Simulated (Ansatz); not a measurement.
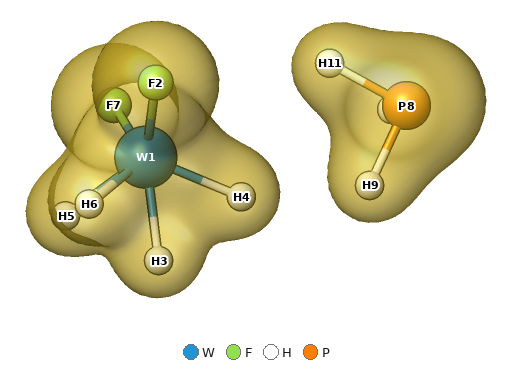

*F$_{2}$H$_{4}$W···PH$_{3}$. Isosurface of the electron density at 0.2 e/Å³ (yellow), seen at a tilt.*

Core potentials replace the inner electrons of W.

Computed with Ansatz 0.2.0, RKS PBE/def2-SVP.

```xyz
11

W    -0.3582   -0.0957   -0.1404
F    -0.5295    0.2698    1.6960
H     0.8484   -1.0865   -0.7951
H     1.0789    0.6404   -0.6660
H    -0.8916   -1.4108   -1.0413
H    -0.2144   -1.6327    0.5249
F    -1.7383    0.6736   -1.1560
P     2.7741    2.6733    1.8522
H     3.1811    1.3578    1.4208
H     2.2004    2.9852    0.5662
H     1.5183    2.1843    2.3649
```

Question: What does this surface tell about the bonding?

Answer: At this value the surface falls into two separate pieces. It bridges the sampled W–F (1.88 Å), P–H (1.44 Å) and W–H (1.68 Å) contacts, where the density stays above the isovalue. It is pinched off along the sampled W···H (3.87 Å) contacts. On the grid the lowest density along these lines, outside the cores, is 0.02 e/Å³ (W···H, 3.87 Å), 0.97 e/Å³ (W–F, 1.88 Å), 1 e/Å³ (P–H, 1.44 Å) and 0.99 e/Å³ (W–H, 1.68 Å).
